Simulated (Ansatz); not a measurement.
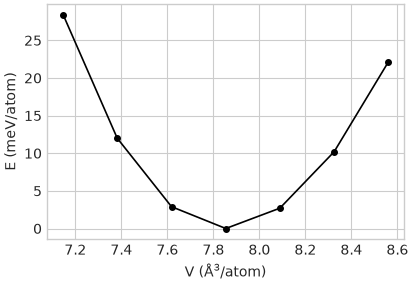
Figure: Be (hcp (Mg type), space group No. 194) under volume change, r²SCAN+D4 (plane waves, PAW; program Ansatz), shape and atoms relaxed at each volume.

### Question
What does a third-order Birch–Murnaghan fit give for V₀, B₀ and B′?

### Answer
V₀ = 7.85 Å³/atom, B₀ = 126 GPa, B′ = 3.3.

Space group P6_3/mmc (hcp (Mg type)). The r²SCAN+D4 relaxation kept the symmetry of its start. The pairwise dispersion correction was not fitted to metals.

Potentials: the later of the program's two PAW sets.
